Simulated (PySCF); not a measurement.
C4H12B2N (SMILES B[N]BC(C)(C)C) (doublet)

```xyz
19

B     3.0425   -0.0422   -0.7774
N     2.0355    0.1241    0.0964
B     0.9538    0.1954    0.8661
C    -0.5650   -0.0051    0.2461
C    -0.5468   -0.7358   -1.0936
C    -1.1069    1.4143    0.0588
C    -1.4413   -0.7740    1.2327
H     3.9772    0.6755   -0.7559
H     3.0177   -0.9137   -1.5729
H     0.9938    0.4400    2.0147
H    -1.5596   -0.8269   -1.4878
H     0.0600   -0.1993   -1.8186
H    -0.1339   -1.7353   -0.9791
H    -0.4827    1.9784   -0.6306
H    -2.1182    1.3750   -0.3488
H    -1.1412    1.9476    1.0062
H    -1.5131   -0.2519    2.1839
H    -1.0336   -1.7657    1.4162
H    -2.4482   -0.8912    0.8304
```

Geometry: GFN2-xTB.

Theory: PySCF, UKS B3LYP, pcH-1 on B C H N, non-relativistic, mean-field spin-orbit, GIAO.

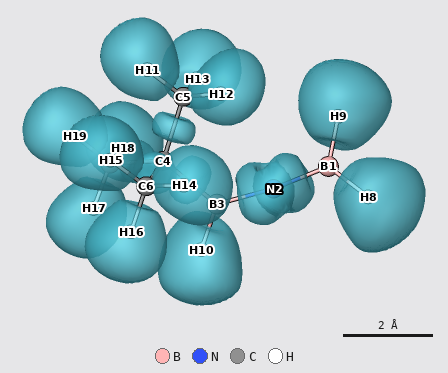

Figure 1. Isosurface of the electron localisation function at 0.75 (cyan), seen across its widest extent. Only the valence region is drawn (cores and ρ < 0.01 e/Å³ removed).

> Where are the electrons localised?

The surface consists of one region between bonded B–C atoms (shared pairs), three regions between bonded C–C atoms (shared pairs), twelve regions around hydrogen nuclei and one region on N in which the atom's valence shell and bonds are merged. Along the contacts the grid gives the following. B–N (1.33 Å): the ELF peaks at about 0.90 between the atoms, as expected for a short, strongly polar bond. C–C (1.53 Å): the ELF peaks at about 0.95 between the atoms (a covalent bond).

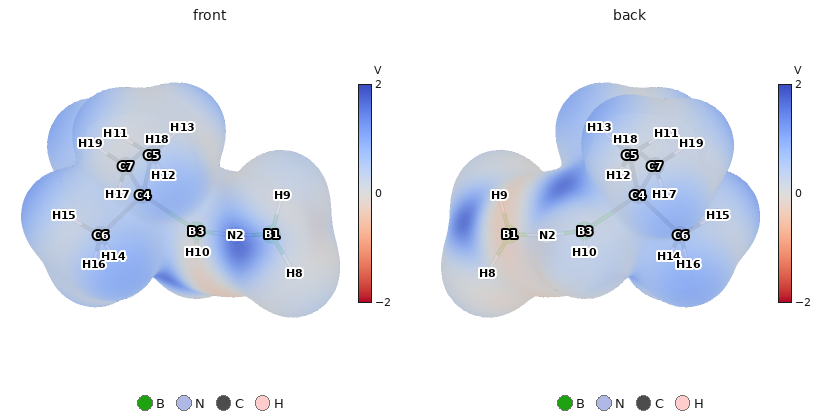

Figure 2. The molecular electrostatic potential painted on the density surface at 0.004 e/bohr³, seen from the front and from behind; red is negative and blue positive.

> Describe the electrostatic potential map.

The most negative region (about −0.3 V) lies over N2, the most positive (about +1.6 V) over B1 and B3.

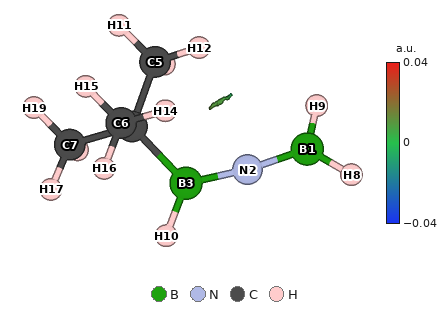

Figure 3. Non-covalent interaction (NCI) plot: the surface where the reduced density gradient is 0.5, for densities under 0.05 a.u., coloured by sign(λ₂)ρ; seen at a tilt.

> Which non-covalent interactions does the plot reveal?

Near H12, N2 and C5: mostly steric crowding (olive to red).
